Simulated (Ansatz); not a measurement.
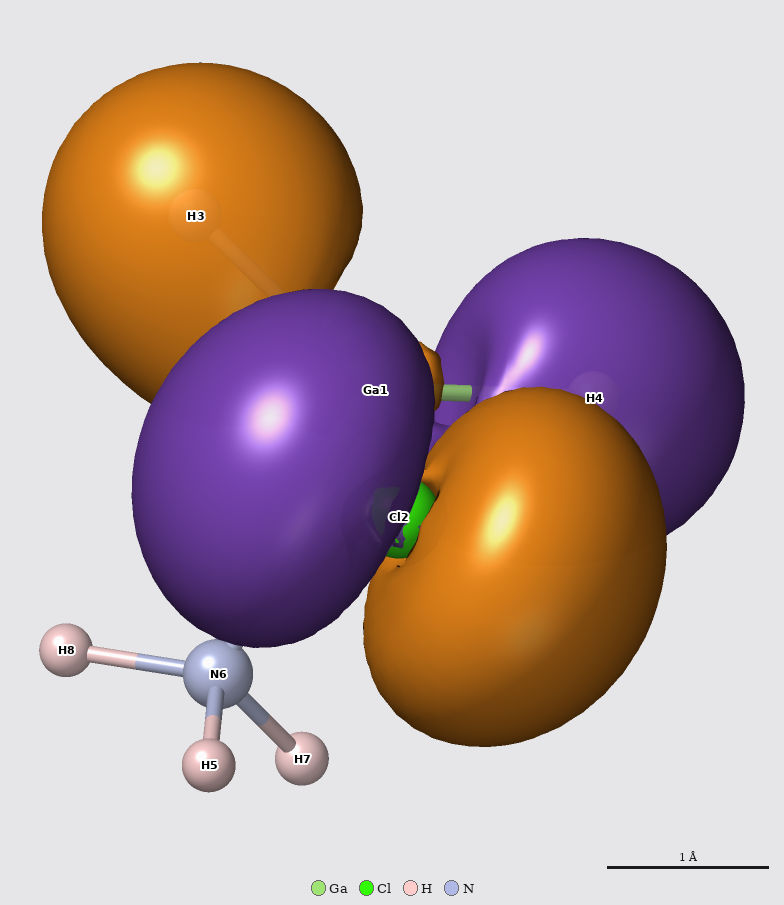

Figure 1: ClGaH$_{5}$N. The HOMO at ±0.1 Å⁻³ᐟ² (orange and purple are the two phases), seen at an oblique angle.

Theory: RKS PBE0/def2-SVP (Ansatz 0.2.0).

```xyz
8

Ga    0.3876    0.9489   -0.4426
Cl    2.1670   -0.2634   -0.9753
H     0.6313    1.9012    0.7805
H    -0.5503    1.2421   -1.6661
H     0.1184   -1.4732    0.3483
N    -0.5689   -0.7256    0.4702
H    -1.4360   -1.0130    0.0169
H    -0.7490   -0.6170    1.4680
```

Q: Where does this orbital lie, and at what energy?

A: By Hirshfeld shares it lies mainly on Cl2 (about 55 %), Ga1 (about 15 %), H3 (about 15 %) and H4 (about 15 %). Its energy is −7.35 eV.
